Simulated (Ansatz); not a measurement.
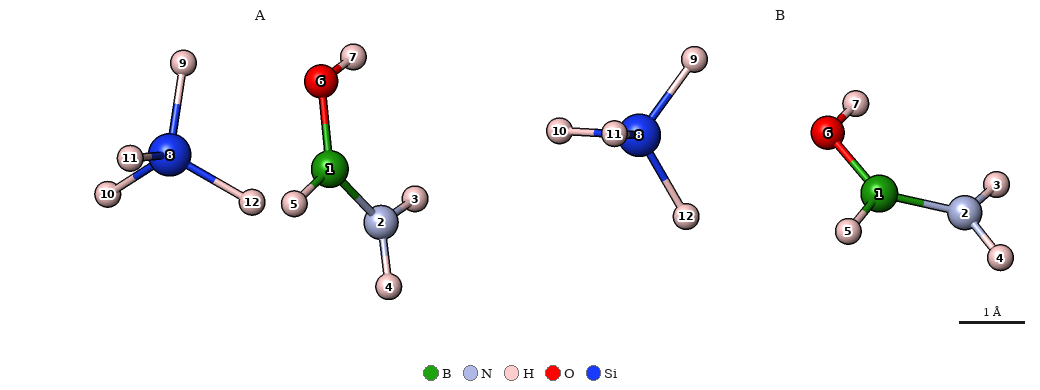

Two geometries of BSiNH$_{8}$O, drawn at one scale. One is the start of a relaxation, the other its converged end. The picture is a ball-and-stick view, seen from a free direction.

All numbers below come from RKS B3LYP/6-31G* in Ansatz. Settings: no spin polarisation; force threshold 0.03 eV/Å; at most 50 steps.

**Which one is relaxed?**

Structure B is the relaxed one. The run prepares an end point of a later path (reaction) calculation, from a guessed geometry. H4 moves most after the best rigid fit: 1.76 Å. Largest moves by element: H 1.76 Å, N 1.16 Å, O 0.93 Å, Si 0.88 Å, B 0.60 Å. Some distances before and after: B1–N2 1.478 → 1.410 Å, Si8–H12 1.469 → 1.485 Å, B1–O6 1.366 → 1.377 Å. Over 27 accepted moves (30 points after the start) the energy falls by 0.394 eV. Largest force component: 2.1 eV/Å at the start, 0.009 eV/Å at the end. The line search rejected the trial steps at points 12, 22, 25 of the run. The forces were under the threshold at step 10, but the run went on from there. The run took 110 s on 1 thread of Arm Neoverse V2, on a shared host, peak memory 0.15 GiB.

Limits of the set-up: the start holds two separate molecules, 2.3 Å apart at their closest, whose relative position is a soft coordinate and is computed without a dispersion correction.
